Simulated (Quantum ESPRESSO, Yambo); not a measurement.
# A GW chain in Yambo: GaP (F-43m), part 3 of 3

Wanted: ground state, empty states, screening and self-energy for GaP (F-43m).

Quantum ESPRESSO 7.5 and Yambo 5.3.0; PBE and many-body steps on it, plane waves. Known limits of the many-body steps: not at the basis limit; no spin-orbit coupling; coarse k mesh.

So far. Step 3 (Bands along the symmetry lines): The gap is 1.594 eV, −0.059 eV from the run before at this level. Step 4 (Empty states on the mesh, 4×4×4 mesh, 181 bands): On this mesh the gap is 1.653 eV.

## 6. Screening and self-energy, 4×4×4 mesh, 181 bands, screening to 210.9 eV

G0W0 replaces the xc potential by the self-energy, built once from these orbitals. Only a window of levels is corrected, while the sums run over the empty bands that the input names.

This step: G0W0 on PBE, plane waves, norm-conserving pseudopotentials.

File gw1.in:

```
HF_and_locXC
gw0
dyson
ppa
em1d
rim_cut
RandQpts= 1000000
RandGvec= 1 RL
EXXRLvcs= 104 Ry
VXCRLvcs= 416 Ry
Chimod= "HARTREE"
% BndsRnXp
 1 | 181 |
%
NGsBlkXp= 15.5 Ry
% LongDrXp
 1 | 1 | 1 |
%
% GbndRnge
 1 | 181 |
%
DysSolver= "n"
ExtendOut
PPAPntXp= 27.21138 eV
% QPkrange
 1 | 8 | 11 | 17 |
%
```

Command:

```sh
> OMP_NUM_THREADS=1 mpirun -n 8 yambo -F gw1.in -J gw1 -C gw1 > gw1.log
```

Log:

```text
 Yambo, version 5.3.0

 [02] CORE Variables Setup
 =========================

  [... cell, symmetries and grids as in the set-up ...]

  [02.05] Energies & Occupations
  ==============================

  [X] === General ===
  [X] Electronic Temperature                        :  0.000000  0.000000 [eV K]
  [X] Bosonic    Temperature                        :  0.000000  0.000000 [eV K]
  [X] Finite Temperature mode                       : no
  [X] El. density                                   :  0.64228E+24 [cm-3]
  [X] Fermi Level                                   :  8.204632 [eV]

  [X] === Gaps and Widths ===
  [X] Conduction Band Min                           :  1.653057 [eV]
  [X] Valence Band Max                              :  0.000000 [eV]
  [X] Filled Bands                                  :  13
  [X] Empty Bands                                   :   14  181
  [X] Direct Gap                                    :  1.817541 [eV]
  [X] Direct Gap localized at k                     :  1
  [X] Indirect Gap                                  :  1.653057 [eV]
  [X] Indirect Gap between kpts                     :   1   7
  [X] Last valence band width                       :  3.419265 [eV]
  [X] 1st conduction band width                     :  3.048655 [eV]

 [03] Transferred momenta grid and indexing
 ==========================================

 IBZ Q-points                                      :   8
 BZ  Q-points                                      :   64

 K/Q-points units:
 rlu = crystal or reduced units; cc = cartesian coordinates; iku = interal k-units

 Q [1]          [rlu]:  0.000000  0.000000  0.000000
 Q [2]          [rlu]: -0.25926E-17 -0.25926E-17  0.25000
 Q [3]          [rlu]:  0.51853E-17  0.51853E-17 -0.50000
 Q [4]          [rlu]:  0.17252E-17  0.25000      0.25000
 Q [5]          [rlu]:  0.64517E-16  0.25000      0.50000
 Q [6]          [rlu]:  0.51853E-17  0.25000     -0.25000
 Q [7]          [rlu]: -0.34504E-17 -0.50000     -0.50000
 Q [8]          [rlu]:  0.250000 -0.500000 -0.250000

 [04] Coloumb potential Random Integration (RIM)
 ===============================================

  [04.01] RIM initialization
  ==========================

  * Diagonal components only detected *

  8 x (sBL volume)        :  0.113502 [a.u.]
  sBZ random points       :  1000000
  Points outside the sBZ  :   7987327
  RL volume               :  0.908017 [a.u.]
  Integrated volume       :  0.909458 [a.u.]

  [04.02] RIM integrals
  =====================

  Gamma point sphere radius             :  0.087825 [a.u.]
  Points outside the sphere             :   799513
  [Int_sBZ(q=0) 1/q^2]*(Vol_sBZ)^(-1/3) =:  7.764325
                                 should be <:  7.795600

  Summary of Coulomb integrals for non-metallic bands |Q|[au] RIM/Bare

  Q [1] 0.100000E-4 0.995988 * Q [2] 0.264147 1.066458
  Q [4] 0.305010 1.065091 * Q [6] 0.431350 1.027253
  Q [5] 0.505803 1.020682 * Q [3] 0.528294 1.017918
  Q [7] 0.610021 1.014689 * Q [8] 0.682024 1.011759

 [05] Dipoles
 ============

  [05.01] Setup: observables and procedures
  =========================================

 [06] Dynamic Dielectric Matrix (PPA)
 ====================================

 [SLK-Inversion]  Pools        :  2
 [SLK-Inversion]  BLACS grid   :  2  2

 [WR./gw1//ndb.pp]---------------------------------------------------------------
  Brillouin Zone Q/K grids (IBZ/BZ)                :    8   64    8   64
  RL vectors                                       :   5961 [WF]
  Coulomb cutoff potential                         : none
  Electronic Temperature                           :  0.000000 [K]
  Bosonic    Temperature                           :  0.000000 [K]
  PPA    diel. fun.  energies                      : Perdew, Burke & Ernzerhof(X)+Perdew, Burke & Ernzerhof(C)
  wavefunctions                                    : Perdew, Burke & Ernzerhof(X)+Perdew, Burke & Ernzerhof(C)
  Global Gauge                                     : length
  X matrix size                                    :  307
  X band range                                     :    1  181
  X e/h energy range                               : -1.000000 -1.000000 [eV]
  X Time ordering                                  : R
  X Hxc Kernel                                     : HARTREE
  X Drude frequency                                :  0.000000  0.000000
  X poles                                          :  100.0000 [o/o]
  RL vectors in the sum                            :   5961
  [r,Vnl] included                                 : yes
  Field direction                                  :  0.577350E-5  0.577350E-5  0.577350E-5
  BZ energy Double Grid                            : no
  BZ energy DbGd points                            : 0
  BZ Q point size factor                           : -1.000000
  X Optical Averaged directions                    : none

 [07] Local Exchange-Correlation + Non-Local Fock
 ================================================

 [VXC] Plane waves :   39189
 [EXS] Plane waves :   4957

 QP @ state[ 1 ] K range:   1   8
 QP @ state[ 1 ] b range:  11  17

 [xc] Functional : Perdew, Burke & Ernzerhof(X)+Perdew, Burke & Ernzerhof(C)
 [xc] LIBXC used to calculate xc functional
  PP Number of Atomic Species                      :  2
  NLCC RL compoments                               :   39189
  PP Number of Atomic Species                      :  2
  NLCC RL compoments                               :   39189

 [xc] E_xc :  -23.20667 [Ha]
      E_xc :  -46.41333 [Ry]

  Local XC kind (lXC) : Perdew, Burke & Ernzerhof(X)+Perdew, Burke & Ernzerhof(C)
  Non-Local XC kind (nlXC) : Hartree-Fock

  Corrections @ K [1] :  [eV]
 <11|nlXC|11> = -15.17870 -0.49189E-17 <11|lXC|11> = -13.29395  0.37768E-15
 <12|nlXC|12> = -15.17883 -0.54531E-17 <12|lXC|12> = -13.29395 -0.94412E-16
 <13|nlXC|13> = -15.17874 -0.43452E-17 <13|lXC|13> = -13.29395  0.18882E-15
 <14|nlXC|14> = -8.162742  0.66628E-17 <14|lXC|14> = -12.70029  0.93755E-21
 <15|nlXC|15> = -6.788217 -0.12973E-17 <15|lXC|15> = -11.36385  0.94420E-16
 <16|nlXC|16> = -6.788133 -0.15819E-17 <16|lXC|16> = -11.36385 -0.23388E-16
 <17|nlXC|17> = -6.787823 -0.30263E-17 <17|lXC|17> = -11.36385 -0.18853E-15

  Corrections @ K [2] :  [eV]
 <11|nlXC|11> = -15.60164  0.67741E-17 <11|lXC|11> = -12.47448  0.90222E-19
 <12|nlXC|12> = -14.93487 -0.11946E-16 <12|lXC|12> = -12.87344  0.31548E-19
 <13|nlXC|13> = -14.93471 -0.38126E-17 <13|lXC|13> = -12.87344  0.18876E-15
[...]
Corrections @ K [3] :  [eV]
[...]
Corrections @ K [4] :  [eV]
[...]
Corrections @ K [5] :  [eV]
[...]
[... 2 further k-points ...]
  Corrections @ K [8] :  [eV]
[...]
<13|nlXC|13> = -13.91279 -0.27390E-17 <13|lXC|13> = -11.02117  0.88331E-17
 <14|nlXC|14> = -6.130831 -0.28809E-17 <14|lXC|14> = -10.52111 -0.47146E-16
 <15|nlXC|15> = -7.299356  0.19682E-17 <15|lXC|15> = -12.51870  0.18891E-15
 <16|nlXC|16> = -5.760399 -0.88356E-18 <16|lXC|16> = -11.06626 -0.47441E-16
 <17|nlXC|17> = -5.723992 -0.84606E-18 <17|lXC|17> = -10.53552  0.47198E-16

  [07.01] Hartree-Fock occupations report
  =======================================

  [Hartree-Fock] === General ===
  [Hartree-Fock] Electronic Temperature             :  0.000000  0.000000 [eV K]
  [Hartree-Fock] Bosonic    Temperature             :  0.000000  0.000000 [eV K]
  [Hartree-Fock] Finite Temperature mode            : no
  [Hartree-Fock] El. density                        :  0.64228E+24 [cm-3]
  [Hartree-Fock] Fermi Level                        :  8.204632 [eV]

  [Hartree-Fock] === Gaps and Widths ===
  [Hartree-Fock] Conduction Band Min                :  5.435879 [eV]
  [Hartree-Fock] Valence Band Max                   : -1.884794 [eV]
  [Hartree-Fock] Filled Bands                       :  13
  [Hartree-Fock] Empty Bands                        :   14  181
  [Hartree-Fock] Direct Gap                         :  8.239887 [eV]
  [Hartree-Fock] Direct Gap localized at k          :  1
  [Hartree-Fock] Indirect Gap                       :  7.320672 [eV]
  [Hartree-Fock] Indirect Gap between kpts          :   1   7
  [Hartree-Fock] Last valence band width            :  4.426094 [eV]
  [Hartree-Fock] 1st conduction band width          :  3.656116 [eV]

 [08] Dyson equation: Newton solver
 ==================================

  [08.01] G0W0 (W PPA)
  ====================

  [  GW  ] Bands range     :    1  181
  [GW/PPA] G damping       :  0.100000 [eV]

  QP @ state[ 1 ] K range:   1   8
  QP @ state[ 1 ] b range:  11  17

   Sc/G bands                                       :    1  181
   Sc/G damping                                     :  0.100000 ev
   Sc bands terminator                              : no
   Sx RL components                                 :   4957

   QP @ state[ 1 ] K range                          :   1   8
   QP @ state[ 1 ] b range                          :  11  17
   GF energies kind                                 : Perdew, Burke & Ernzerhof(X)+Perdew, Burke & Ernzerhof(C)
   GF WF`s kind                                     : Perdew, Burke & Ernzerhof(X)+Perdew, Burke & Ernzerhof(C)
   Xs energies kind                                 : Perdew, Burke & Ernzerhof(X)+Perdew, Burke & Ernzerhof(C)
   Xs WF`s kind                                     : Perdew, Burke & Ernzerhof(X)+Perdew, Burke & Ernzerhof(C)

 [11] Game Over & Game summary
```

It took 6 min on 8 MPI ranks of Arm Neoverse V2, shared host; peak memory 3.8 GiB; 48 min of CPU time.

Numbers from this step:

* G0W0 gap on the mesh: 2.304 eV
* starting gap on the mesh: 1.653 eV
* k of the valence top: 0, 0, 0
* k of the conduction bottom: 0, -0.5, -0.5
* least direct G0W0 gap on the computed points: 2.685 eV
* Z at the valence top: 0.7842
* Z at the conduction bottom: 0.8088

The gap on the mesh goes from 1.65 eV to 2.30 eV, a correction of +0.65 eV.

Limits: finite bands, cutoff and mesh; no spin-orbit coupling; coarse k mesh. v1 is the top filled band, c1 the lowest empty one. Levels before and after the correction, in eV, zero at the valence-band top of each column:

```csv
,conduction bottom,valence top
Kohn-Sham,1.65,0.00
G0W0,2.30,0.00
```

```csv
,level,energy (eV)
Kohn-Sham,Γ v3-v1,0.000
Kohn-Sham,Γ c1,1.818
Kohn-Sham,Γ c2-c4,3.887
Kohn-Sham,(0 -0.5 -0.5) v3,-6.754
Kohn-Sham,(0 -0.5 -0.5) v2-v1,-2.683
Kohn-Sham,(0 -0.5 -0.5) c1,1.653
Kohn-Sham,(0 -0.5 -0.5) c2,1.825
Kohn-Sham,(0 -0.5 -0.5) c3-c4,10.577
G0W0,Γ v3-v1,0.000
G0W0,Γ c1,2.685
G0W0,Γ c2-c4,4.819
G0W0,(0 -0.5 -0.5) v3,-6.794
G0W0,(0 -0.5 -0.5) v2-v1,-2.769
G0W0,(0 -0.5 -0.5) c1,2.304
G0W0,(0 -0.5 -0.5) c2,2.592
G0W0,(0 -0.5 -0.5) c3-c4,11.472
```

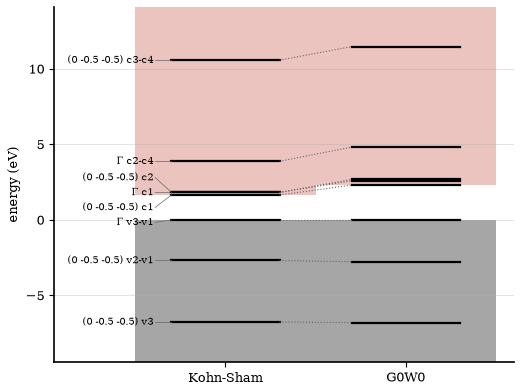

Levels before and after the correction. Shaded: valence and conduction bands.

## 7. Where the time went

Times are wall times on the hardware named with each run, good to a factor of about two.

```csv
step,time,share,memory (GiB)
ground state,3.7 s,1 %,0.63
bands along the symmetry lines,3.3 s,1 %,0.56
empty states on the mesh,8.7 s,2 %,0.78
conversion and set-up,2.5 s,1 %,0.25
screening and self-energy,6 min,95 %,3.8
```

## 8. Outcome

| Quantity | Value |
| --- | --- |
| PBE gap | 1.59 eV, indirect |
| G0W0 gap on the mesh | 2.30 eV |
| G0W0 gap over the zone (rigid shift) | 2.24 eV |
| GW settings | 4×4×4 mesh, 181 bands, screening to 210.9 eV, Godby-Needs plasmon pole |
| known limits | not at the basis limit; no spin-orbit coupling; coarse k mesh |

G0W0 moves the gap on the mesh from 1.65 eV to 2.30 eV (+0.65 eV), with Z of 0.78 and 0.81 at the edges. The mesh misses the band edges by 0.06 eV in all; a rigid shift gives 2.24 eV for the zone. The dearest step here is «screening and self-energy». Against experiment, by G0W0@PBE: the gap of 2.24 eV lies −0.01 eV from the measured 2.25 ± 0.04 eV (indirect, 300 K, on Si, 2020). The calculation has static nuclei and no excitons; a measured gap holds zero-point and thermal motion, which mostly lowers it. Bands and cutoff are finite, so the gap is not at the basis limit. The miss can reach some tenths of an eV and take either sign; the mesh is an error of its own. A denser mesh or path gives a starting gap of 1.59 eV: the GW mesh misses a band edge, so its gaps are not the fundamental one. The 4×4×4 mesh is coarse for this cell, which bears on the long-range parts of exchange and screening. The many-body steps are scalar-relativistic: spin-orbit coupling is not in them.

[Paths, hosts, dates, memory and timing lines, banners, echoed tables and standing remarks are left out of the program output.]

[Logs are printed without paths, hosts, clocks, repeated set-up lines and the standing remarks that a program may print on its own settings, such as how far it seeks lower states.]

[Runs of the session that timed out or met a known fault of the program may be left out.]

[Hosts, paths, dates, database ids (printed as entryN), source tags and the programs' standing remarks are cut or masked in the printed files.]
